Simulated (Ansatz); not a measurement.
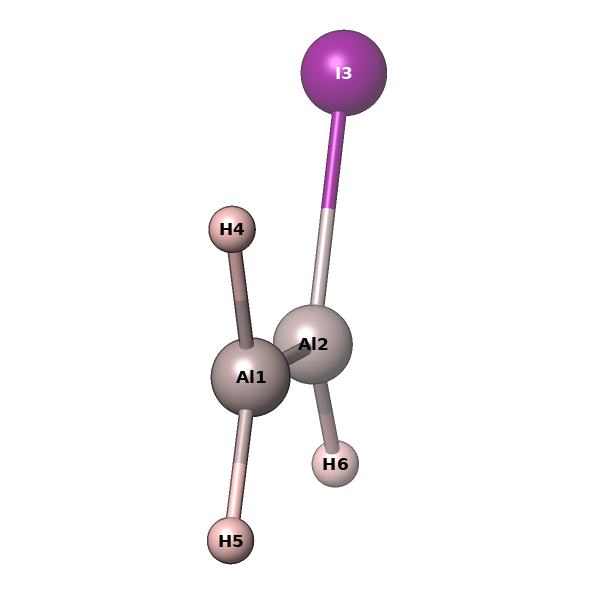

Al2 lies behind Al1. The molecule seen a little off the Al1–Al2 bond, Al1 in front. Atoms fade into the background with distance from the viewer. The computed structure is the end point of a PBE-D4/def2-SVP optimisation. No frequency run is at hand to confirm it as a minimum.

What is the torsion angle H4–Al1–Al2–I3? The sign is positive where the front bond must turn clockwise to cover the back bond.

Answer. 2°, synperiplanar (eclipsed).
